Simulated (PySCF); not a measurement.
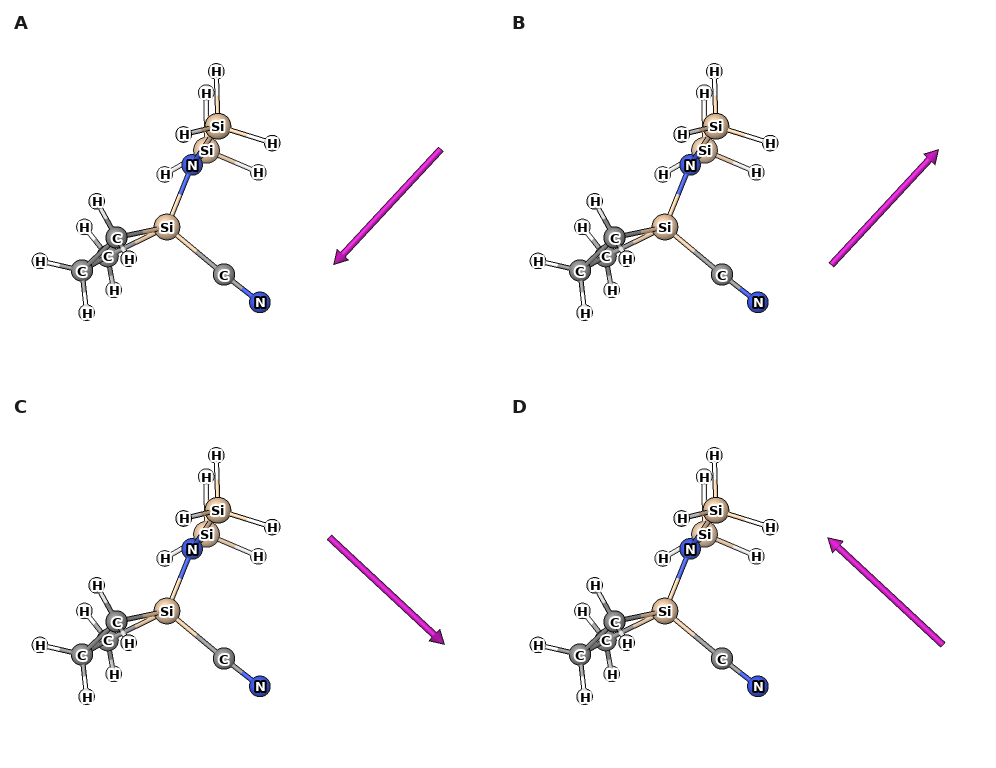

The same molecule four times, each with an arrow. Computed geometry: GFN2-xTB optimisation. No frequency run is at hand to confirm it as a minimum. Method: PBE0/pcSseg-1, gas phase (PySCF 2.14.0).

Which arrow points along the dipole moment, from the negative to the positive end?

Answer. D. The dipole moment is 3.90 D.

The geometry is semi-empirical. Around Si such bond lengths and angles can be off by a tenth of an ångström or more and by several degrees, and values that hang on the shape move with them.
